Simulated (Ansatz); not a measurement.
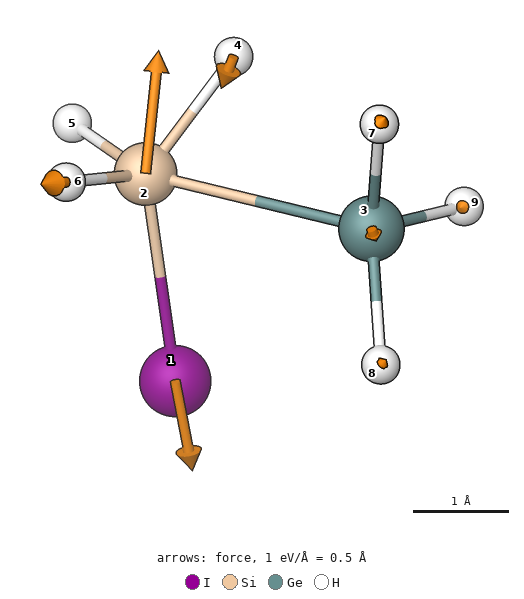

Starting geometry of GeSiH6I (multiplicity 2) (started from a transition state, displaced along its imaginary mode) with the computed forces as orange arrows. A ball-and-stick model, seen at a tilt.

All numbers below come from Ansatz 0.2.0, UKS PBE0-D4/def2-TZVP. Settings: force threshold 0.005 eV/Å; at most 200 steps.

**What follows when this structure is relaxed?**

It isn't relaxed: the largest force vector, on Si2, is 2.64 eV/Å. The final displacements have little in common with the starting forces (cosine between the two patterns 0.14). The energy falls by 59.0 kJ/mol in 14 accepted moves (15 points after the start). The largest force component goes from 1.9 to 0.0027 eV/Å. The line search rejected the trial step at point 7 of the run. The largest move after the best rigid fit is that of H5, 0.83 Å. Largest moves by element: H 0.83 Å, Si 0.58 Å, Ge 0.51 Å, I 0.37 Å. Some distances before and after: Si2–Ge3 2.770 → 3.824 Å, I1–Ge3 3.350 → 3.894 Å, I1–Si2 2.342 → 2.443 Å, Si2–H4 1.566 → 1.481 Å. Bonds break: Si2–Ge3 (2.77 → 3.82 Å). Among the angles between lasting bonds that change: I1–Si2–H4 135.4° → 108.6°, H4–Si2–H5 98.8° → 110.4°, I1–Si2–H5 97.8° → 107.5°.
